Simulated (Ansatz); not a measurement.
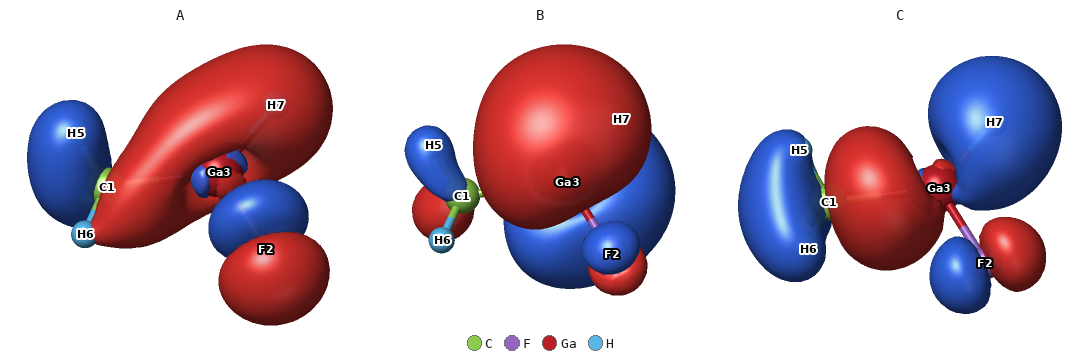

Figure 1: CH$_{4}$FGa (SMILES [CH3][GaH][F]). Three frontier orbitals at ±0.08 Å⁻³ᐟ² (red and blue are the two phases), in no order.

Geometry: B3LYP/6-31G*.

All numbers below come from Ansatz 0.2.0, isolated molecule in a Gaussian basis; Kohn-Sham density functional theory, functional PBE0.

| atom | x (Å) | y (Å) | z (Å) |
| --- | --- | --- | --- |
| C | 0.9722 | -0.0602 | -0.1101 |
| F | -1.0491 | -2.4561 | 0.3291 |
| Ga | -0.5198 | -0.8637 | 0.8932 |
| H | 1.8841 | -0.1110 | 0.4955 |
| H | 0.7641 | 0.9935 | -0.3216 |
| H | 1.1403 | -0.5964 | -1.0475 |
| H | -1.3473 | -0.3588 | 2.1350 |

> Which picture is the HOMO−1, the HOMO and the LUMO?

A is the HOMO−1 (−10.16 eV). By Hirshfeld shares it lies mainly on F2 (about 40 %), Ga3 (about 25 %), H7 (about 15 %) and C1 (about 15 %). C is the HOMO (−8.42 eV). It lies mainly on C1 (about 30 %), Ga3 (about 25 %), H7 (about 20 %) and F2 (about 10 %). B is the LUMO (−1.16 eV). Its weight (Hirshfeld) is mainly on Ga3 (about 80 %) and H7 (about 5 %).

> What is the HOMO–LUMO gap?

7.26 eV between the orbital energies.
